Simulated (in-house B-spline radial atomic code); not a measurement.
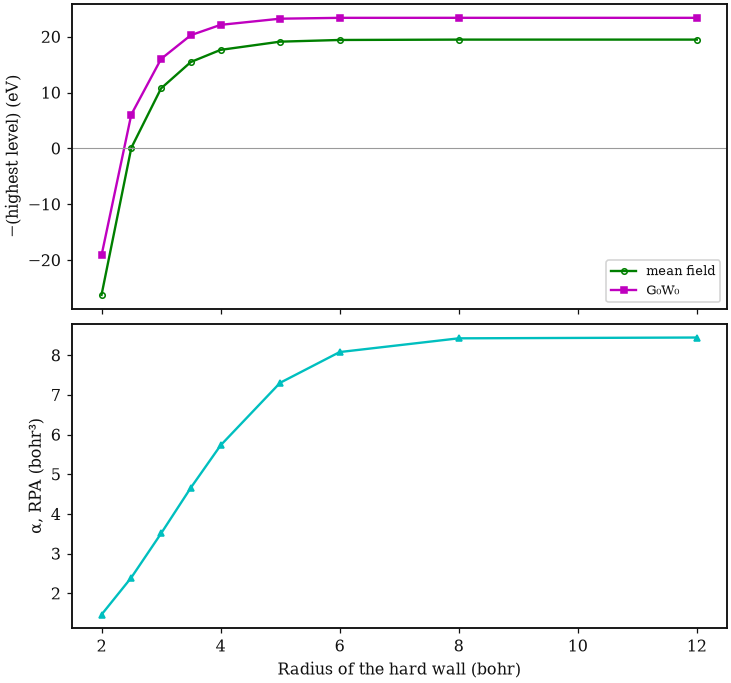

S⁺ ([Ne] 3s² 3p³) confined in a hard spherical wall, PBE0 start. All-electron spherical atom, non-relativistic, no spin-orbit coupling, Breit or QED terms; computed with a B-spline radial code.

Q: Describe the effect of the wall.

A: As the wall closes from 12 to 2 bohr, the mean-field binding energy of 3p↑ goes from 19.49 to −26.23 eV, so the level rises above zero, and the G₀W₀ value from 23.39 (at 12 bohr) to −19.15 eV (at 2 bohr). The RPA-screened polarisability falls from 8.45 to 1.46 bohr³, and the RPA correlation energy goes from −0.8453 to −0.9581 hartree.
